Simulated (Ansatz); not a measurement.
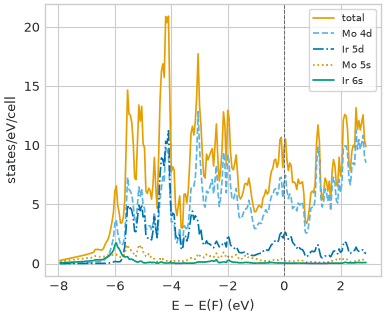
Figure: Total and projected density of states of Mo₃Ir (A15 (Cr3Si type), Pm-3n), the program Ansatz at the PBEsol level (PAW)

Which orbitals carry the states next to the Fermi level?

Within 0.5 eV of the Fermi level: Mo 4d 70 %, Ir 5d 23 %. Projections are on Löwdin-orthogonalised atomic valence shells; empty p or d shells of many metals are not among them.

Where is the tallest occupied peak in this window, and what makes it?

Near -4.1 eV, about 21 states/eV per cell; the largest projected share is Ir 5d.

The first step of the workflow began from a Materials Project structure, measured or hypothetical; the Crystallography Open Database copy checked does not list it. Its standing as an ambient phase is unchecked. The cell was relaxed with PBEsol under the symmetry of its start; of distortions, only those at the zone centre were tested. The run is not spin-polarised. Scalar-relativistic: spin–orbit coupling is off unless named, which matters more the heavier the elements.

Potentials: the later of the program's two PAW sets.
